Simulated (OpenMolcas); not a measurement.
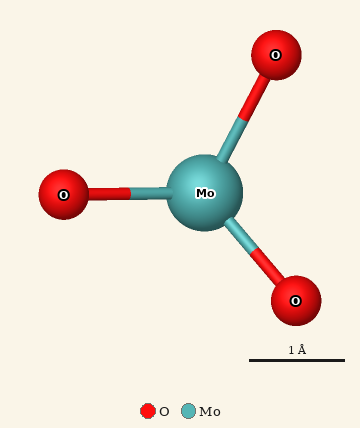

Figure 1. The structure as given in the input (ball-and-stick view, seen on its broad side). Sticks mark near contacts.

## MoO3: excited-state calculation (part 1 of 4)

- system: MoO3, SMILES [O]=[Mo](=[O])=[O]
- method: CASPT2/ANO-RCC-VDZP, DKH2 (OpenMolcas 26.06)

The atoms were displaced at random from an optimised geometry.

The program's output:
```
--- Start Module: gateway ---

                                              &GATEWAY

                       available to each process: 1.9 GB of memory, 1 thread

++    Symmetry information:
      ---------------------

                    Character Table for C1

                             E
                    a        1  x, y, xy, Rz, z, xz, Ry, yz, Rx, I
--

++    Basis set information:
      ----------------------

      Basis set label: O.ANO-RCC...3S2P1D.

      Electronic valence basis set:
      ------------------
      Associated Effective Charge   8.000000 au
      Associated Actual Charge      8.000000 au
      Nuclear Model: Point charge

      Shell  nPrim  nBasis  Cartesian Spherical Contaminant
         s      14       3        X
         p       9       2        X
         d       4       1                 X

      Basis set label: MO.ANO-RCC...6S5P3D1F.

      Electronic valence basis set:
      ------------------
      Associated Effective Charge  42.000000 au
      Associated Actual Charge     42.000000 au
      Nuclear Model: Point charge

      Shell  nPrim  nBasis  Cartesian Spherical Contaminant
         s      21       6        X
         p      18       5        X
         d      13       3                 X
         f       6       1                 X

      Basis set label: O.ANO-RCC...3S2P1D.

      Electronic valence basis set:
      ------------------
      Associated Effective Charge   8.000000 au
      Associated Actual Charge      8.000000 au
      Nuclear Model: Point charge

      Shell  nPrim  nBasis  Cartesian Spherical Contaminant
         s      14       3        X
         p       9       2        X
         d       4       1                 X
--

++    Molecular structure info:
      -------------------------

                    ************************************************
                    **** Cartesian Coordinates / bohr, angstrom ****
                    ************************************************

     Center  Label                x              y              z                     x              y              z
        1      O1              -1.596329      -0.419024       2.336210             -0.844741      -0.221738       1.236269
        2      MO2             -0.325275      -0.579347      -0.285120             -0.172128      -0.306577      -0.150879
        3      O3               2.815144      -0.947741       0.257282              1.489710      -0.501523       0.136148
        4      O4              -0.649692       1.910740      -2.120122             -0.343802       1.011120      -1.121920

                    ***************************************
                    *    InterNuclear Distances / bohr    *
                    ***************************************

               1 O1            2 MO2           3 O3            4 O4
    1 O1       0.000000
    2 MO2      2.917645        0.000000
    3 O3       4.905362        3.208137        0.000000
    4 O4       5.116914        3.110146        5.082130        0.000000

                    *******************************************
                    *    InterNuclear Distances / angstrom    *
                    *******************************************

               1 O1            2 MO2           3 O3            4 O4
    1 O1       0.000000
    2 MO2      1.543951        0.000000
    3 O3       2.595806        1.697673        0.000000
    4 O4       2.707754        1.645818        2.689348        0.000000
--

            Nuclear Potential Energy            366.07619238 au

--- Stop Module: gateway /rc=_RC_ALL_IS_WELL_ ---
--- Module gateway spent 10 seconds ---

--- Start Module: seward ---

                                              &SEWARD

                       available to each process: 1.9 GB of memory, 1 thread

               SEWARD will generate:
                  Multipole Moment integrals up to order  2
                  Kinetic Energy integrals
                  Nuclear Attraction integrals (point charge)
                  One-Electron Hamiltonian integrals
                  Velocity integrals
                  Relativistic Douglas-Kroll-Hess integrals:
                    - Parametrization         : EXP
                    - DKH order of Hamiltonian: 2
                    - DKH order of Properties : 0
                         - multipole moment operators
                         - electric potential operators
                         - contact operators
                  Orbital angular momentum around ( -0.1559  -0.3292  -0.1394 )
                  Velocity quadrupole around ( -0.1559  -0.3292  -0.1394 )
                  Atomic mean-field integrals
                  RI decomposed two-electron repulsion integrals stored Cholesky style
                   - acCD auxiliary basis
                   - CD Threshold:   1.00E-04

                   Integrals are discarded if absolute value <: 1.00E-14
                   Integral cutoff threshold is set to       <: 1.00E-16

            Nuclear Potential Energy            366.07619238 au

      Basis set specifications :
      Symmetry species         a
      Basis functions           85

--- Stop Module: seward /rc=_RC_ALL_IS_WELL_ ---
--- Module seward spent 8 seconds ---

--- Start Module: rasscf ---

                                              &RASSCF

                       available to each process: 1.9 GB of memory, 1 thread

      Header of the ONEINT file:
      --------------------------

      OrdInt status: non-squared

      Cartesian coordinates in angstrom:
      -----------------------------------------------------
      No.  Label        X            Y            Z
      -----------------------------------------------------
       1   O1        -0.84474100  -0.22173800   1.23626900
       2   MO2       -0.17212800  -0.30657700  -0.15087900
       3   O3         1.48971000  -0.50152300   0.13614800
       4   O4        -0.34380200   1.01112000  -1.12192000
      -----------------------------------------------------
      Nuclear repulsion energy =  366.07619238

++    Wave function specifications:
      -----------------------------

      Number of closed shell electrons          64
      Number of electrons in active shells       2
      Max number of holes in RAS1 space          0
      Max nr of electrons in RAS3 space          0
      Number of inactive orbitals               32
      Number of active orbitals                  2
      Number of secondary orbitals              51
      Spin quantum number                      0.0
      State symmetry                             1
--

++    Orbital specifications:
      -----------------------

      Symmetry species                           1
                                                 a
      Frozen orbitals                            0
      Inactive orbitals                         32
      Active orbitals                            2
      RAS1 orbitals                              0
      RAS2 orbitals                              2
      RAS3 orbitals                              0
      Secondary orbitals                        51
      Deleted orbitals                           0
      Number of basis functions                 85
--

++    CI expansion specifications:
      ----------------------------

      Number of CSFs                             3
      Number of spin combinations                3
      Number of determinants                     4
      Number of root(s) required                 3
      Root chosen for geometry opt.              3
      CI roots used                              1     2     3
      weights                                0.333 0.333 0.333
      highest root included in the CI            3
      max. size of the explicit Hamiltonian      3
--

++    Optimization specifications:
      ----------------------------

      RASSCF algorithm: LK RI/DF
      Maximum number of macro iterations       200
      Maximum number of SX iterations          100
      Threshold for RASSCF energy            1.000E-08
      Threshold for max MO rotation          1.000E-01
      Threshold for max BLB element          1.000E-04
      Level shift parameter                  5.000E-01
      Make Quasi-Newton update
--

      The MO-coefficients are taken from the file:
      step2.RasOrb
      Title: RASSCF average (pseudo-natural) orbitals

      Total molecular charge    0.00

      ************************************************************************************************************************
      *                                            Wave function control section                                             *
      ************************************************************************************************************************

                                         RASSCF iterations: Energy and convergence statistics
                                         ----------------------------------------------------

          iter iter root      energy       change     param      element    value   shift minimum  type update hh:mm:ss
 Nr of preliminary CI iterations:   1
      Total energies have been shifted. Add                -4000.00 au
        1   1    7    0  -270.19126436    0.00E+00   2.70E-02   25  49 1 -3.43E-02*  0.28   0.00    SX    NO    0:00:00
        2   1    7    0  -270.21255340   -2.13E-02*  1.46E-02   28  36 1 -2.07E-02*  0.28   0.00    SX    NO    0:00:00
        3   1    6    0  -270.21812346   -5.57E-03*  2.03E-02   26  33 1  1.22E-02*  0.28   0.00    SX    NO    0:00:00
        4   1    6    0  -270.22054770   -2.42E-03*  8.14E-03   28  36 1 -1.26E-02*  0.28   0.00    SX    NO    0:00:00
        5   1    6    0  -270.22196782   -1.42E-03*  1.99E-02   32  33 1  9.46E-03*  0.28   1.10    QN   YES    0:00:00
        6   1    6    0  -270.22360113   -1.63E-03*  2.62E-02   32  33 1  7.98E-03*  0.27   2.50    LS   YES    0:00:00
        7   1    6    0  -270.22475494   -1.15E-03*  2.47E-02   32  33 1  6.05E-03*  0.27   1.50    QN   YES    0:00:00
        8   1    6    0  -270.22548338   -7.28E-04*  3.69E-02   32  33 1  4.42E-03*  0.28   1.97    QN   YES    0:00:00
        9   1    6    0  -270.22619900   -7.16E-04*  3.18E-02   26  33 1 -4.54E-03*  0.28   1.59    QN   YES    0:00:00
       10   1    6    0  -270.22672616   -5.27E-04*  3.44E-02   26  33 1 -4.90E-03*  0.27   1.65    QN   YES    0:00:00
       11   1    6    0  -270.22725506   -5.29E-04*  4.65E-02   26  33 1 -4.88E-03*  0.27   2.15    QN   YES    0:00:00
       12   1    6    0  -270.22796175   -7.07E-04*  5.51E-02   31  39 1 -5.02E-03*  0.27   1.94    QN   YES    0:00:00
       13   1    6    0  -270.22872402   -7.62E-04*  5.15E-02   30  35 1 -6.99E-03*  0.26   1.77    QN   YES    0:00:00
       14   1    6    0  -270.22946199   -7.38E-04*  4.23E-02   30  35 1 -7.94E-03*  0.26   1.74    QN   YES    0:00:00
       15   1    6    0  -270.23015842   -6.96E-04* -3.99E-02   30  35 1 -6.18E-03*  0.25   1.83    QN   YES    0:00:00
       16   1    6    0  -270.23071802   -5.60E-04* -3.83E-02   26  39 1 -4.20E-03*  0.25   1.86    QN   YES    0:00:00
       17   1    6    0  -270.23119887   -4.81E-04*  4.35E-02   26  39 1 -3.90E-03*  0.25   1.82    QN   YES    0:00:00
       18   1    7    0  -270.23155739   -3.59E-04* -2.08E-02   26  39 1 -4.16E-03*  0.25   1.41    QN   YES    0:00:00
       19   1    7    0  -270.23171889   -1.61E-04*  3.57E-02   30  35 1  7.16E-03*  0.25   0.65    QN   YES    0:00:00
       20   1    6    0  -270.23202669   -3.08E-04* -7.80E-03   30  34 1 -2.48E-03*  0.25   1.10    QN   YES    0:00:00
       21   1    6    0  -270.23224095   -2.14E-04*  2.17E-02   30  33 1 -2.37E-03*  0.24   1.92    QN   YES    0:00:00
       22   1    6    0  -270.23250212   -2.61E-04* -3.15E-02   30  33 1 -2.53E-03*  0.24   1.90    QN   YES    0:00:00
       23   1    6    0  -270.23274769   -2.46E-04* -3.67E-02   30  33 1 -2.54E-03*  0.24   1.82    QN   YES    0:00:00
       24   1    6    0  -270.23296308   -2.15E-04* -3.72E-02   28  35 1 -2.36E-03*  0.24   1.80    QN   YES    0:00:00
       25   1    6    0  -270.23317663   -2.14E-04*  3.67E-02   30  33 1 -1.92E-03*  0.24   1.79    QN   YES    0:00:00
       26   1    6    0  -270.23336261   -1.86E-04* -2.22E-02   29  39 1  1.72E-03*  0.24   1.68    QN   YES    0:00:00
       27   1    6    0  -270.23350515   -1.43E-04* -2.11E-02   30  36 1  1.94E-03*  0.24   1.29    QN   YES    0:00:00
       28   1    6    0  -270.23358924   -8.41E-05*  5.32E-03   29  34 1 -1.19E-03*  0.24   1.32    QN   YES    0:00:00
       29   1    6    0  -270.23364905   -5.98E-05* -7.73E-03   25  38 1 -9.75E-04*  0.24   1.81    QN   YES    0:00:00
       30   1    6    0  -270.23369801   -4.90E-05* -7.27E-03   27  35 1 -9.89E-04*  0.24   1.62    QN   YES    0:00:00
       31   1    6    0  -270.23373038   -3.24E-05* -9.53E-03   30  36 1 -1.12E-03*  0.24   1.88    QN   YES    0:00:00
       32   1    6    0  -270.23375942   -2.90E-05*  7.78E-03   30  36 1 -1.06E-03*  0.24   1.73    QN   YES    0:00:00
       33   1    6    0  -270.23378094   -2.15E-05*  6.38E-03   30  36 1 -7.59E-04*  0.24   1.78    QN   YES    0:00:00
       34   1    6    0  -270.23379803   -1.71E-05*  6.72E-03   29  33 1  6.55E-04*  0.24   1.80    QN   YES    0:00:00
       35   1    6    0  -270.23381270   -1.47E-05*  7.14E-03   31  38 1  5.97E-04*  0.24   1.87    QN   YES    0:00:00
       36   1    6    0  -270.23382670   -1.40E-05*  6.86E-03   31  38 1  6.02E-04*  0.24   1.87    QN   YES    0:00:00
       37   1    6    0  -270.23383939   -1.27E-05*  4.94E-03   30  36 1  5.90E-04*  0.24   1.75    QN   YES    0:00:00
       38   1    5    0  -270.23384835   -8.96E-06*  3.06E-03   29  39 1 -5.63E-04*  0.24   1.62    QN   YES    0:00:00
       39   1    5    0  -270.23385312   -4.77E-06*  1.52E-03   29  39 1 -3.77E-04*  0.24   1.55    QN   YES    0:00:00
       40   1    5    0  -270.23385538   -2.26E-06*  8.38E-04   25  38 1  2.20E-04*  0.24   1.59    QN   YES    0:00:00
       41   1    5    0  -270.23385657   -1.19E-06* -6.23E-04   25  38 1  1.71E-04*  0.24   1.61    QN   YES    0:00:00
       42   1    5    0  -270.23385723   -6.58E-07* -4.56E-04   29  39 1  1.31E-04*  0.24   1.58    QN   YES    0:00:00
       43   1    5    0  -270.23385756   -3.30E-07*  2.65E-04   29  39 1  9.50E-05   0.24   1.53    QN   YES    0:00:00
       44   1    5    0  -270.23385770   -1.45E-07*  1.58E-04   25  38 1 -5.29E-05   0.24   1.49    QN   YES    0:00:00
       45   1    4    0  -270.23385775   -5.50E-08*  7.15E-05   30  39 1  4.06E-05   0.24   1.44    QN   YES    0:00:00
       46   1    4    0  -270.23385777   -1.74E-08*  2.96E-05   31  39 1 -1.79E-05   0.24   1.40    QN   YES    0:00:00
       47   1    4    0  -270.23385778   -5.02E-09   2.89E-05   31  39 1 -8.42E-06   0.24   1.45    QN   YES    0:00:00
      Convergence after 47 iterations
       48   1    4    0  -270.23385778   -1.89E-09   2.89E-05   25  38 1  6.22E-06   0.24   1.45    QN   YES    0:00:00

      ************************************************************************************************************************
                                                      Wave function printout:
                       occupation of active orbitals, and spin coupling of open shells (u,d: Spin up or down)
      ************************************************************************************************************************

      Note: transformation to natural orbitals
      has been made, which may change the order of the CSFs.

      printout of CI-coefficients larger than  0.05 for root  1
      energy=   -4270.360235
      conf/sym  11     Coeff  Weight
             1  20   0.57191 0.32709
             2  ud   0.71657 0.51347
             3  02   0.39931 0.15945

      printout of CI-coefficients larger than  0.05 for root  2
      energy=   -4270.298195
      conf/sym  11     Coeff  Weight
             1  20  -0.72582 0.52681
             2  ud   0.21522 0.04632
             3  02   0.65335 0.42687

      printout of CI-coefficients larger than  0.05 for root  3
      energy=   -4270.043143
      conf/sym  11     Coeff  Weight
             1  20   0.38223 0.14610
             2  ud  -0.66349 0.44021
             3  02   0.64318 0.41368

      Natural orbitals and occupation numbers for root  1
      sym 1:   1.998390   0.001610

      Natural orbitals and occupation numbers for root  2
      sym 1:   1.102348   0.897652

      Natural orbitals and occupation numbers for root  3
      sym 1:   0.001326   1.998674

      ************************************************************************************************************************
      *                                                    Final results                                                     *
      ************************************************************************************************************************

++    Final optimization conditions:
      ------------------------------

      Average CI energy                           -4270.23385778
      RASSCF energy for state  3                  -4270.04314288
      Super-CI energy                                -0.00000000
      RASSCF energy change                           -0.00000000
      Max change in MO coefficients               2.546E-05
      Max non-diagonal density matrix element     2.892E-05
      Maximum BLB matrix element                  6.225E-06
      (orbital pair  25,  38 in symmetry   1)
      Norm of electronic gradient            4.225E-01
--

      Final state energy(ies):
      ------------------------

::    RASSCF root number  1 Total energy:  -4270.36023512
::    RASSCF root number  2 Total energy:  -4270.29819534
::    RASSCF root number  3 Total energy:  -4270.04314288
      Von Neumann Entropy (Root   1) =  0.00944

      Mulliken population analysis for root number:  1
      -----------------------------------------------

++    Molecular charges:
      ------------------

      Mulliken charges per centre
      ---------------------------
```
